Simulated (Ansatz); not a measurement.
# GeH2F (SMILES [F][GeH2]) at UCAM-B3LYP/STO-3G

What is the vertical doublet–quartet gap of GeH2F at UCAM-B3LYP/STO-3G? 

The results are computed with Ansatz 0.2.0.

61 further runs of the same task are left out: 18 that didn't finish, 43 set aside as unsound or not needed.

### 1 Starting point

GeH2F has 4 atoms, charge 0, and is taken as a doublet. SMILES: `[F][GeH2]`. Geometry: relaxed at PBE0-D4/def2-TZVP.

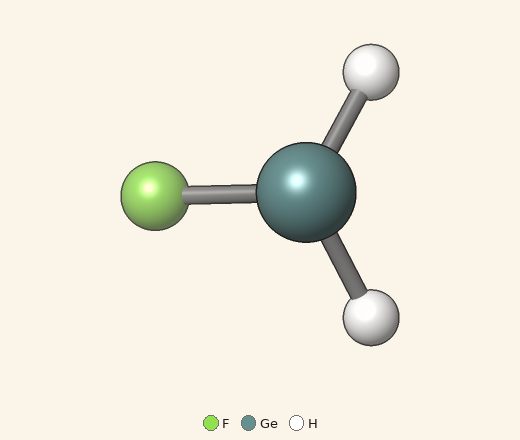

The structure, seen from a chosen angle (fluorine green, germanium teal, hydrogen white).

### 2 A single-point energy at UCAM-B3LYP/STO-3G

File job.yaml:

```yaml
basis:
  gaussian:
    orbitals: STO-3G
crystal:
  periodic: [false, false, false]
  atoms:
    - {symbol: F, position_ang: [0.138200, -0.585400, 1.442000]}
    - {symbol: Ge, position_ang: [0.305700, -0.223200, -0.257100]}
    - {symbol: H, position_ang: [-1.078800, -0.527800, -0.882000]}
    - {symbol: H, position_ang: [0.690400, 1.276000, -0.323100]}
magnetization:
  spin_polarized: true
  initial_magnetization: 1
hamiltonian:
  xc: {name: CAM-B3LYP}
accuracy: high
```

Started as:

```console
$ ansatz run job.yaml --threads 1 --pin off --max-ram 2610MiB --events-out events.jsonl --progress --plain --runs-dir runs
```

Output:

```text
Warning: RAYON_NUM_THREADS=1 ignored (pool sized by the plan → 1); use --threads N
Functional definition: CAM-B3LYP
  name "CAM-B3LYP"
  parameter alpha = 0.19
  parameter beta = 0.46
  parameter omega = 0.33/bohr
  parameter ac = 0.81
  exchange = (1 - alpha - beta)*b88_x + beta*b88_x_sr(omega) + alpha*exact_x + beta*exact_x_lr(omega)
  correlation = (1 - ac)*vwn5_c + ac*lyp_c
357 factors; integrals over basis functions are off by at most 4.5e-9 eV
123 factors; integrals over basis functions are off by at most 8.1e-10 eV
mean field evaluation 1: about -58571.9541 eV, gradient 1.8e1 eV
mean field evaluation 2: about -58571.2557 eV, gradient 2.3e1 eV
mean field evaluation 4: about -58574.8344 eV, gradient 1.1e0 eV
mean field evaluation 8: about -58574.8595 eV, gradient 4.6e-2 eV
mean field evaluation 16: about -58574.8596 eV, gradient 1.1e-4 eV
mean field -58574.85958278 eV, -2152.5863862014 hartree, gradient 4.1e-8 eV, S^2 0.751398; 0 other end points of the search recorded, 0 dependent functions left out
reference -58574.85959399 eV, -2152.5863866132 hartree; 22, 21 occupied and 3, 4 virtual orbitals, 357 factors
Total energy: -58574.85959399 eV, -2152.5863866132 hartree
```

It took 2.7 s on 1 thread of Arm Neoverse V1, shared host; peak memory 0.13 GiB.

### 3 The quartet at the same level

File molecule.yaml:

```yaml
basis:
  gaussian: {orbitals: STO-3G}
crystal:
  periodic: [false, false, false]
  atoms:
    - symbol: F
      position_ang: [0.138200, -0.585400, 1.442000]
    - symbol: Ge
      position_ang: [0.305700, -0.223200, -0.257100]
    - symbol: H
      position_ang: [-1.078800, -0.527800, -0.882000]
    - symbol: H
      position_ang: [0.690400, 1.276000, -0.323100]
total_charge: 0
magnetization: {spin_polarized: true, initial_magnetization: 3}
hamiltonian: {xc: {name: CAM-B3LYP}}
accuracy: high
```

Started as:

```console
$ ansatz run molecule.yaml --threads 1 --pin off --max-ram 2610MiB --events-out events.jsonl --progress --plain --runs-dir runs
```

Output, cut to the lines that bear on the results:

```text
Warning: RAYON_NUM_THREADS=1 ignored (pool sized by the plan → 1); use --threads N
[... 2 set-up lines as earlier in the session ...]
[...]
357 factors; integrals over basis functions are off by at most 4.5e-9 eV
123 factors; integrals over basis functions are off by at most 8.1e-10 eV
[...]
mean field -58566.88462374 eV, -2152.2933118623 hartree, gradient 6.7e-8 eV, S^2 3.751199; 6 other end points of the search recorded, 0 dependent functions left out
reference -58566.88463498 eV, -2152.2933122753 hartree; 23, 20 occupied and 2, 5 virtual orbitals, 357 factors
Total energy: -58566.88463498 eV, -2152.2933122753 hartree
```

Run time: 4.5 s. Hardware: 1 thread of Arm Neoverse V1, shared host; peak memory 0.13 GiB.

### 4 Summary of results

Level: UCAM-B3LYP/STO-3G.

```
                                        quantity           value
                           doublet: total energy  -2152.58639 Eh
                                   doublet: ⟨S²⟩           0.751
                           quartet: total energy  -2152.29331 Eh
                                   quartet: ⟨S²⟩           3.751
vertical energy of the quartet above the doublet        7.975 eV
```

At this shape the quartet lies 7.97 eV (769 kJ/mol) above the doublet. In a minimal basis such a difference can be off by several eV, whatever the method.
